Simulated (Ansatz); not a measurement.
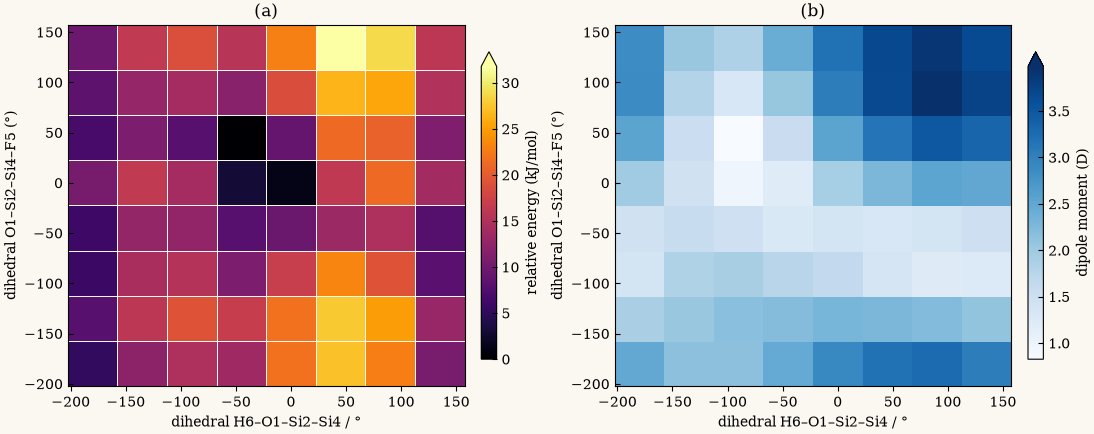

F₂H₄OSi₂, SMILES O[SiH](F)[SiH2]F. 
- First axis: dihedral H6–O1–Si2–Si4. Second axis: dihedral O1–Si2–Si4–F5.
- Nothing is relaxed (all other coordinates rigid).
- The scan uses an 8 × 8 grid.
- Points are written as (first, second).
- Energies are in kJ/mol, from the lowest grid point.
- All numbers below come from RKS wB97X-V/def2-SVP in Ansatz.

Panel (a) is the energy; panel (b) is the computed dipole moment, in D.

In the figure: one coloured cell a grid point, one colour for all values above the top of the scale.

**How does the dipole moment vary over the map, and what is it at the lowest grid point?**

Leaving out the highest fifth of the energies, it runs from 0.83 D at (−90°, 45°) to 3.75 D at (135°, 90°). At the lowest grid point, (−45°, 45°), it is 1.56 D.
